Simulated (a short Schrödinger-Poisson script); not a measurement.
System: symmetric double-gate stack, SiO2 on p-type GaN, at 300 K.

| layer | material | thickness (nm) | Na (cm⁻³) |
|---|---|---|---|
| 1 | SiO2 | 1.6 | - |
| 2 | GaN | 20 | 1e16 |
| 3 | SiO2 | 1.6 | - |

Constants are typed, rounded textbook-type inputs, not results; the design itself was drawn at random and stands for no fabricated device. SiO2: permittivity 3.9, conduction-band edge (eV) 3.2, gap (eV) 9, electron mass (mₑ) 0.5. GaN: permittivity 9.5, conduction-band edge (eV) 0, gap (eV) 3.43, Nv at 300 K (cm⁻³) 4.6e19.

Channel valleys (confinement mass, in-plane density-of-states mass, number): Γ 0.2, 0.2, 1. At the gates, both at one voltage, the conduction-band edge of layer 1 lies 3.72 eV − eVg above the Fermi level of the channel. Gaps are held at their typed values at every temperature. Mesh 0.03 nm at interfaces.

From a short Schrödinger-Poisson script (our own, NumPy): 1D Poisson equation in equilibrium, electrons quantum, Hartree plus LDA exchange-correlation (BenDaniel-Duke, 12 states a valley, the channel's in-plane mass for all, wave functions ending at the dielectric), parabolic valleys, classical holes, full ionisation, no traps, pinning or gate leakage.

Only gate voltages with over 1e8 electrons/cm² are shown.

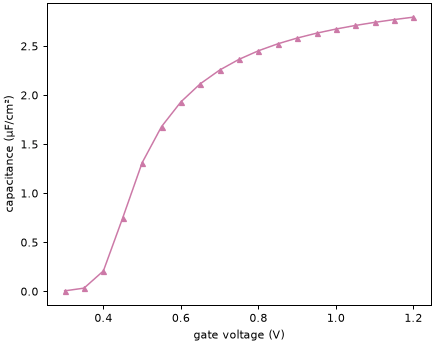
Figure: Quasi-static capacitance against gate voltage

```tsv
Vg (V)	electrons (cm⁻²)	C (μF/cm²)	Γ E0 (meV)	Γ E1 (meV)
0.3	6.92e8	0.00446	224.5	238.5
0.35	4.99e9	0.0322	173.4	187.4
0.4	3.45e10	0.208	123.5	137.3
0.45	1.74e11	0.750	81.9	94.5
0.5	4.99e11	1.31	55.3	65.2
0.55	9.68e11	1.68	38.6	45.5
0.6	1.53e12	1.93	26.5	31.0
0.65	2.16e12	2.11	16.6	19.4
0.7	2.85e12	2.25	7.9	9.7
0.75	3.57e12	2.36	0.1	1.2
0.8	4.32e12	2.45	-7.2	-6.5
0.85	5.10e12	2.52	-14.0	-13.5
0.9	5.89e12	2.58	-20.4	-20.1
0.95	6.71e12	2.63	-26.5	-26.3
1	7.53e12	2.67	-32.5	-32.3
1.05	8.37e12	2.71	-38.2	-38.1
1.1	9.22e12	2.74	-43.8	-43.7
1.15	1.01e13	2.77	-49.2	-49.1
1.2	1.10e13	2.79	-54.6	-54.5
```

Subbands count from the Fermi level. The capacitance is that of both gates.

In real p-type GaN the Mg acceptor is only partly ionised, and so wide a gap doesn't supply an inversion layer without source and drain.
